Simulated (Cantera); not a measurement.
Input: 1 mol toluene, 1.3 mol NH₃, 16 mol H₂, at 5.90 bar.

Cantera equilibrium calculation (NASA polynomials, part measured and part estimated; ideal gas, pure solids and liquids). Candidate condensed phases: C, C₆H₆, C₇H₈, C₈H₁₈; 92 gas species. Rates play no part.

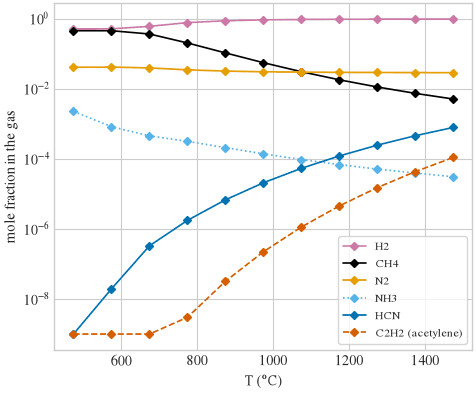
Figure: Equilibrium gas composition (values under 1e-9 drawn at 1e-9)

From 475 °C to 575 °C nothing is condensed. From 675 °C to 1475 °C the condensed part is C(graphite). The main C-bearing gas is CH₄ throughout.
